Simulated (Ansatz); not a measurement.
## Ligand exchange: C3H8BF + C2H5Cl → C3H9B + C2H4ClF

Species: C3H8BF `CCB(C)F`, singlet; C2H5Cl (chloroethane) `CCCl`, singlet; C3H9B `CBCC`, singlet; C2H4ClF (1-chloro-1-fluoroethane) `CC(F)Cl`, singlet. The partners trade F for H: B–F and C–H bonds give way to B–H and C–F.

Shapes, held fixed at every level: PBE0-D4/def2-TZVP. Flexible molecules stand in one conformer, not always the lowest. Programs: Ansatz 0.2.0. The zero-point and thermal change to 298 K, harmonic and unscaled (PBE0-D4/def2-TZVP), is -7.4 kJ/mol.

```
                level                    kind  ΔH(298 K) (kJ/mol)  less CCSD(T)/CBS estimate
        HF/def2-TZVPP            Hartree–Fock              +220.6                       +2.8
r2SCAN0-D4/def2-TZVPP           global hybrid              +216.0                       -1.8
   wB97M-V/def2-TZVPP  range-separated hybrid              +213.2                       -4.6
    B2PLYP/def2-TZVPP           double hybrid              +217.6                       -0.2
     CCSD(T)/def2-SVP   coupled cluster or CI              +222.7                       +4.9
        CCSD/def2-SVP   coupled cluster or CI              +223.7                       +5.9
      CCSD/def2-TZVPP   coupled cluster or CI              +219.2                       +1.4
 CCSD(T)/CBS estimate   coupled cluster or CI              +217.8                        0.0
```

The highest level, CCSD(T)/CBS estimate, gives ΔH(298 K) = +217.8 kJ/mol; the levels span +213.2 to +223.7. The column of differences is taken from that level and isn't an error. No measured value is set beside it here. The CBS estimate extrapolates MP2 from def2-TZVPP and def2-QZVPP and adds CCSD(T) − MP2 in the triple-zeta set, cores frozen.

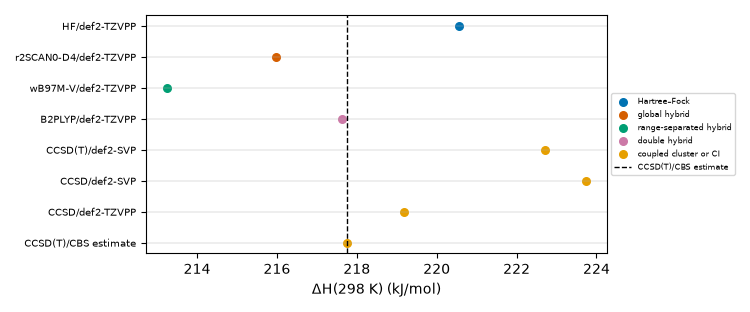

The values of the table, level by level.
